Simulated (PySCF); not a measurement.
**SO2: the energy surface near the minimum**

How stiff is SO2 (singlet) against rigid distortions? The scans start from its TPSS minimum.

The runs use PySCF 2.14.0; TPSS, basis S def2-TZVP, O def2-TZVP, no relativity, density fitting.

### Step 1. The starting structure

3 atoms, charge 0, spin multiplicity 1.

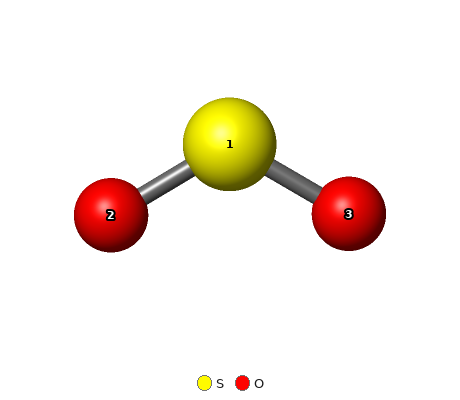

Start geometry, drawn with sulfur yellow, oxygen red; atoms are numbered from 1 in the order of the file.

```xyz
3
charge 0 multiplicity 1
S     0.0000    0.0000   -0.3697
O     1.2523    0.0000    0.3695
O    -1.2523    0.0000    0.3695
```

### Step 2. Fields at the lowest minimum

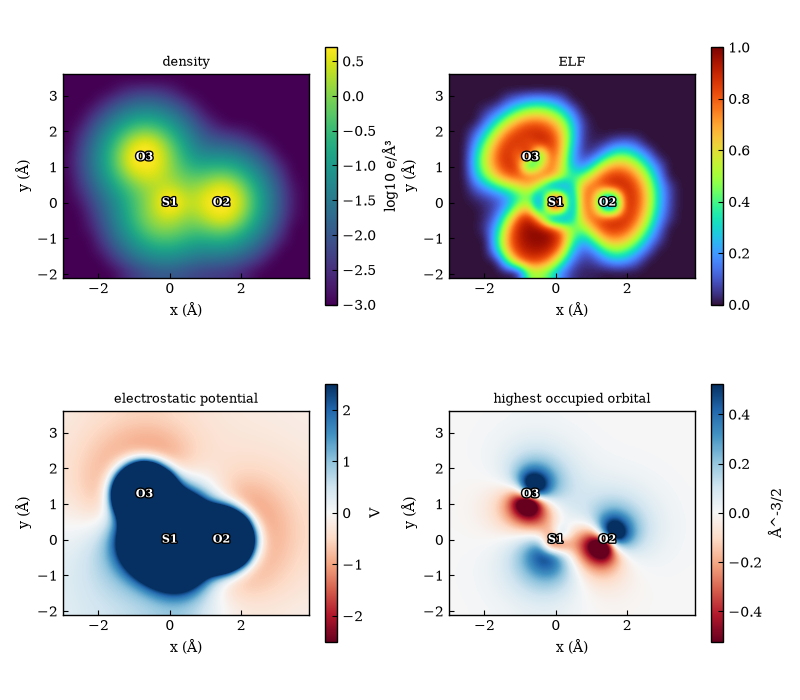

The plane holds S1 at (0.00, 0.00), O2 at (1.45, 0.00), O3 at (-0.70, 1.27) Å. ELF is set to 0 where the density is under 0.005 e/Å³; an orbital's overall sign is arbitrary. The potential's colours end at ±2.5 V.

Along S1–O2 (1.454 Å) the density is least, 1.95 e/Å³, about 0.58 Å from S1; ELF there is 0.30.

Making the fields needed 0.7 s of wall time on 2 threads of Arm Neoverse V1, shared host.

### Step 3. Breathing scan

One driver script runs all scans and calls PySCF for each point, on a (75, 302) grid.

On the command line:

```console
OMP_NUM_THREADS=2 python axn.py task.json out
```

A rigid scan with TPSS: all bonds to the central atom are scaled together. Each point starts from its neighbour's orbitals, and energies count from the minimum.

```
scale of all bonds to the centre  energy (kJ/mol)  dipole size (D)
                            0.88            259.2             1.08
                            0.92            100.1             1.27
                            0.96             21.8             1.44
                            1.00              0.0             1.60
                            1.04             17.0             1.73
                            1.08             60.0             1.85
                            1.14            154.3             1.98
                            1.22            306.1             2.11
                            1.35            561.4             2.20
```

The scan took 17 s.

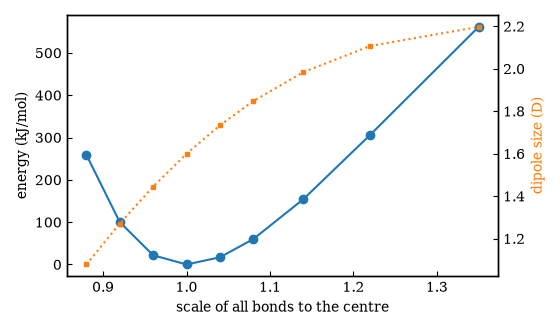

Energy (circles) and dipole moment (squares) along the scan.

### Step 4. Stretching one bond

A rigid scan with TPSS: the bond from S to the last atom (O) is scaled and the rest held.

```
scale of one bond  energy (kJ/mol)  dipole size (D)
             0.92             49.9             1.55
             0.96             10.9             1.55
             1.00              0.0             1.60
             1.05             12.8             1.71
             1.12             60.0             1.93
             1.20            133.4             2.20
             1.35            279.8             2.66
             1.55            446.4             3.12
             1.80            594.8             3.50
             2.20            728.6             3.94
```

The scan took 62 s.

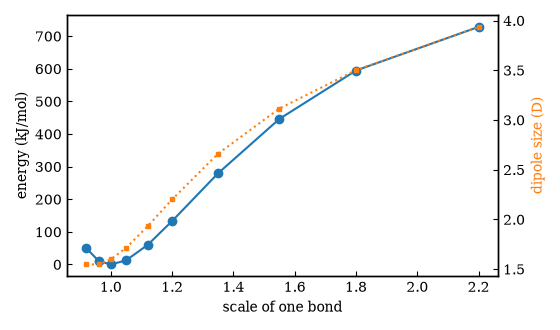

Energy (circles) and dipole moment (squares) along the scan.

A restricted determinant lies too high at long bonds, where the pair should uncouple.

### Step 5. Bending curve

A rigid scan with TPSS: the O–S–O angle changes, with bonds held.

```
bond angle (°)  energy (kJ/mol)  dipole size (D)
            80            338.4             2.94
            90            160.9             2.75
           100             61.1             2.40
           110             12.3             1.99
           120              0.2             1.55
           130             16.2             1.11
           140             54.6             0.68
           150            109.5             0.31
           160            171.8             0.05
           170            224.9             0.05
           180            246.4             0.00
```

The scan took 22 s.

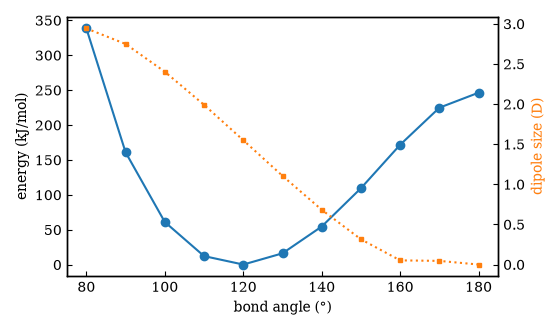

Energy (circles) and dipole moment (squares) along the scan.

### Step 6. What came out

| quantity | value |
| --- | --- |
| all bonds 4 % longer | 17.0 kJ/mol |
| one bond 20 % longer | 133.4 kJ/mol |
| linear shape, bonds held | 246.4 kJ/mol |

The well is lopsided, 21.8 kJ/mol for 4 % shorter bonds against 17.0 for 4 % longer ones. Held rigid otherwise, the linear shape costs 246 kJ/mol.
